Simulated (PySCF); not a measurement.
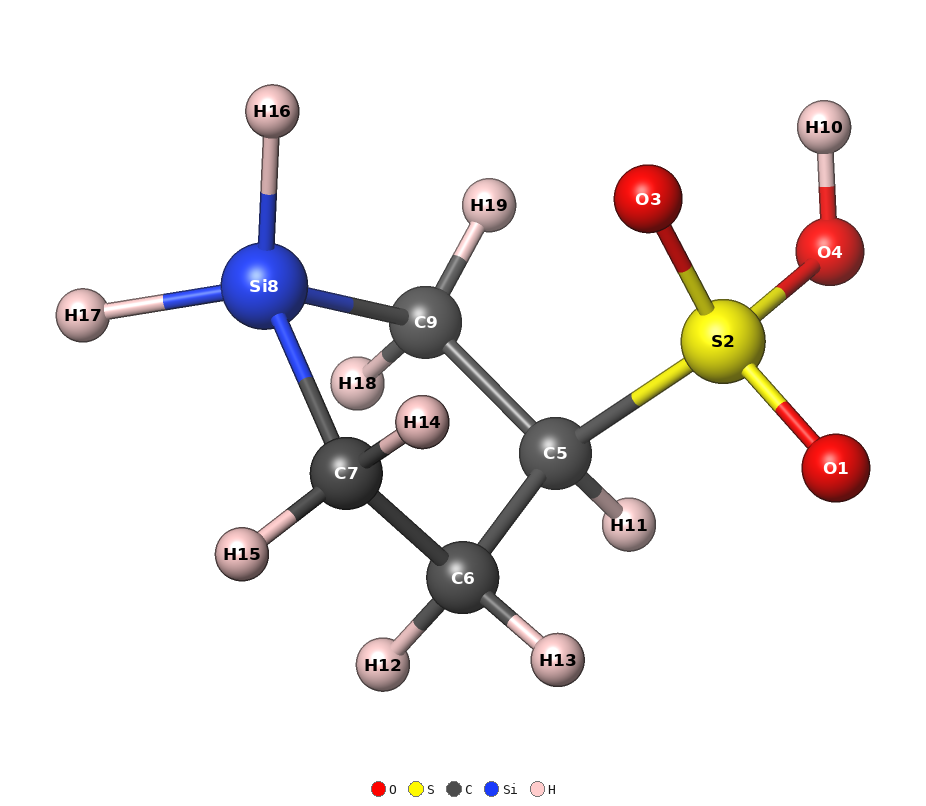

The geometry was computed by an optimisation with PBE0-D3(BJ)/def2-SVP. No frequency run is at hand to confirm it as a minimum. Method: delta-SCF UKS SCAN, pcX-2 on the ionised atom, pcseg-1 elsewhere, spin-free X2C (PySCF 2.14.0).

Give the core-electron binding energies (to vacuum; p and d levels without spin–orbit splitting) of O1 1s, S2 1s, S2 2p, O3 1s, O4 1s, C5 1s, C6 1s, C7 1s, Si8 1s, Si8 2p, C9 1s.

| atom | level | binding energy (eV) |
| --- | --- | --- |
| O1 | 1s | 538.0 |
| S2 | 1s | 2483.5 |
| S2 | 2p | 175.0 |
| O3 | 1s | 538.0 |
| O4 | 1s | 539.8 |
| C5 | 1s | 291.7 |
| C6 | 1s | 291.1 |
| C7 | 1s | 290.2 |
| Si8 | 1s | 1846.2 |
| Si8 | 2p | 106.7 |
| C9 | 1s | 290.6 |
